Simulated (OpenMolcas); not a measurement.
# doublet [InSiH5]+ at 6 levels

We compute a comparison of 6 runs (UHF/3-21G, UB3LYP/def2-TZVP, UBHLYP/def2-TZVP, UBLYP/def2-TZVP, UPBE0/def2-TZVP, UTPSS/def2-TZVP) of doublet [InSiH5]+. 

The results are computed with OpenMolcas 26.06.

## 1. The molecule

[InSiH5]+ has 7 atoms, charge +1, and is taken as a doublet. As SMILES of the parent species, `[SiH3][InH2]`. Geometry: relaxed at PBE0-D4/def2-TZVP. That shape belongs to the parent species and isn't relaxed for this state.

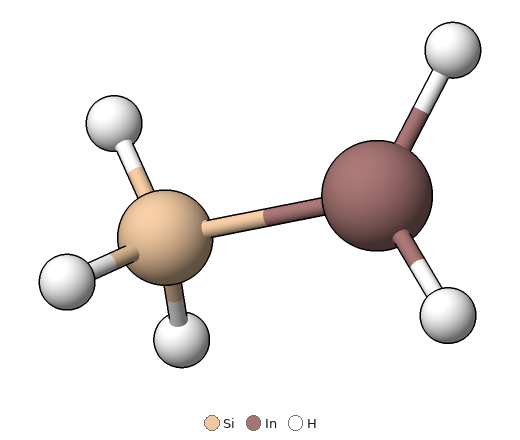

Viewed from a chosen angle; silicon light orange, indium brown, hydrogen white.

## 2. A single-point energy at UHF/3-21G (run 1)

job.inp reads:

```
* H5InSi Hartree-Fock

&GATEWAY
  BASLIB = $CurrDir
  COORD
  7
  angstrom
  Si      -0.667100      -0.641500      -0.642100
  In       0.830800       0.837600       0.840500
  H       -2.119900      -0.371100      -0.463600
  H       -0.432000      -2.083300      -0.345900
  H       -0.338000      -0.425500      -2.080000
  H        0.179100       2.062100       1.872000
  H        2.547100       0.621800       0.819100
  BASIS = 3-21G
  GROUP = NoSym

&SEWARD

&SCF
  UHF
  CHARGE = 1
  SPIN = 2
  THRESHOLDS = 1e-10 1e-07 1e-07 1e-05
  PRORBITALS = 1 1
```

The basis set 3-21G is read from a file made from the Basis Set Exchange's data (not shown).

Started as:

```
$ export MOLCAS_MEM=1860
$ pymolcas job.inp > job.log
```

The log of the run:

```text
--- Start Module: gateway ---
[...]
--- Stop Module: gateway /rc=_RC_ALL_IS_WELL_ ---
--- Start Module: seward ---
[...]
      Basis functions           54
--- Stop Module: seward /rc=_RC_ALL_IS_WELL_ ---
--- Start Module: scf ---
[...]
       Convergence after  23 Iterations
[...]
::    Total SCF energy                              -6004.6544320122
[...]
      Total spin, S                                     0.5063560537
[...]
      Total electronic charge=   67.000000
      Total            charge=    1.000000
[...]
      Dipole Moment (debye):
      Origin of the operator (angstrom)=    0.5181    0.5280    0.5301
                   X= -1.6752E+00               Y= -1.6373E+00               Z= -1.6374E+00           Total=  2.8580E+00
      Center of Charge (angstrom)
[...]
--- Stop Module: scf /rc=_RC_ALL_IS_WELL_ ---
[...]
```

It took 3.3 s on 1 thread of Arm Neoverse V1, shared host; peak memory 0.39 GiB.

## 3. A single-point energy at UB3LYP/def2-TZVP (core potential) (run 2)

run.inp reads:

```
&GATEWAY
  BasLib = $CurrDir
  Coord
  7
  angstrom
  Si      -0.667100      -0.641500      -0.642100
  In       0.830800       0.837600       0.840500
  H       -2.119900      -0.371100      -0.463600
  H       -0.432000      -2.083300      -0.345900
  H       -0.338000      -0.425500      -2.080000
  H        0.179100       2.062100       1.872000
  H        2.547100       0.621800       0.819100
  Basis = def2-TZVP
  Group = NoSym

&SEWARD
  GridInput
  Grid=UltraFine
  End of Grid

&SCF
  UHF
  Charge = 1
  Spin = 2
  KSDFT = B3LYP
  Thresholds = 1e-10 1e-07 1e-07 1e-05
  PrOrbitals = 1 2
```

The basis set def2-TZVP is read from a file made from the Basis Set Exchange's data (not shown).

Started as:

```
$ export MOLCAS_MEM=1860
$ pymolcas run.inp > run.log
```

The log of the run:

```text
--- Start Module: gateway ---
[...]
--- Stop Module: gateway /rc=_RC_ALL_IS_WELL_ ---
--- Start Module: seward ---
[...]
      Basis functions          117
--- Stop Module: seward /rc=_RC_ALL_IS_WELL_ ---
[...]
--- Start Module: scf ---
[...]
       Convergence after  22 Iterations
[...]
::    Total KS-DFT energy                            -482.3593506530
[...]
      Total spin, S                                     0.5022397815
[...]
      Total electronic charge=   39.000000
      Total            charge=    1.000000
[...]
      Dipole Moment (debye):
      Origin of the operator (angstrom)=    0.5181    0.5280    0.5301
                   X= -1.5085E+00               Y= -1.4863E+00               Z= -1.4859E+00           Total=  2.5870E+00
      Center of Charge (angstrom)
[...]
--- Stop Module: scf /rc=_RC_ALL_IS_WELL_ ---
[...]
```

It took 92 s on 1 thread of Arm Neoverse V1, shared host; peak memory 0.72 GiB.

Runs 3 to 5 aren't shown in full; the table further down has their settings and results.

## 4. The energy at UTPSS/def2-TZVP (core potential) (run 6)

struct.xyz reads:

```xyz
7

Si    -0.667100    -0.641500    -0.642100
In     0.830800     0.837600     0.840500
H     -2.119900    -0.371100    -0.463600
H     -0.432000    -2.083300    -0.345900
H     -0.338000    -0.425500    -2.080000
H      0.179100     2.062100     1.872000
H      2.547100     0.621800     0.819100
```

test.input reads:

```
>>> EXPORT MOLCAS_PRINT=2
&gateway
baslib=$CurrDir
coord=struct.xyz
basis=def2-TZVP
group=NoSym
&seward
gridinput
Grid=UltraFine
End of Grid
&scf
uhf
charge=1
spin=2
ksdft=2
1.0 MGGA_X_TPSS
1.0 MGGA_C_TPSS
thresholds=1e-10 1e-07 1e-07 1e-05
prorbitals=1 2
```

The basis set def2-TZVP is read from a file made from the Basis Set Exchange's data (not shown).

Started as:

```
$ export MOLCAS_MEM=1860
$ pymolcas test.input > test.log
```

The log of the run:

```text
--- Start Module: gateway ---
[...]
--- Stop Module: gateway /rc=_RC_ALL_IS_WELL_ ---
--- Start Module: seward ---
[...]
      Basis functions          117
--- Stop Module: seward /rc=_RC_ALL_IS_WELL_ ---
[...]
--- Start Module: scf ---
[...]
       Convergence after  24 Iterations
[...]
::    Total KS-DFT energy                            -482.2236696928
[...]
      Total spin, S                                     0.5020301210
[...]
      Total electronic charge=   39.000000
      Total            charge=    1.000000
[...]
      Dipole Moment (debye):
      Origin of the operator (angstrom)=    0.5181    0.5280    0.5301
                   X= -1.4601E+00               Y= -1.4501E+00               Z= -1.4491E+00           Total=  2.5169E+00
      Center of Charge (angstrom)
[...]
--- Stop Module: scf /rc=_RC_ALL_IS_WELL_ ---
[...]
```

It took 2.4 min on 1 thread of Arm Neoverse V1, shared host; peak memory 0.72 GiB.

## 5. Overview of the runs

| run | level | integration grid | energy (Eh) | HOMO energy (eV) | LUMO energy (eV) | ⟨S²⟩ | wall time |
| --- | --- | --- | --- | --- | --- | --- | --- |
| 1 | UHF/3-21G | – | -6004.654432 | -15.88 | -8.34 | 0.763 | 3.3 s |
| 2 | UB3LYP/def2-TZVP (core potential) | UltraFine | -482.359351 | -13.37 | -11.55 | 0.754 | 92 s |
| 3 | UBHLYP/def2-TZVP (core potential) | UltraFine | -482.179310 | -14.46 | -10.51 | 0.759 | 99 s |
| 4 | UBLYP/def2-TZVP (core potential) | UltraFine | -482.212082 | -12.41 | -11.95 | 0.753 | 91 s |
| 5 | UPBE0/def2-TZVP (core potential) | UltraFine | -482.134246 | -13.52 | -11.29 | 0.755 | 89 s |
| 6 | UTPSS/def2-TZVP (core potential) | UltraFine | -482.223670 | -12.64 | -12.00 | 0.754 | 2.4 min |

## 6. Results

```
                                 quantity          value
                      run 6: total energy  -482.22367 Eh
run 6: HOMO energy (highest over α and β)      -12.64 eV
 run 6: LUMO energy (lowest over α and β)      -12.00 eV
                              run 6: ⟨S²⟩          0.754
```

Totals of different functionals can't be ranked against each other. Some runs of one species differ in core potentials or relativity; totals across that change don't compare. In run 1 relativity is left out where basis or elements ask for it. All runs together took 8.7 min, the longest 2.4 min.
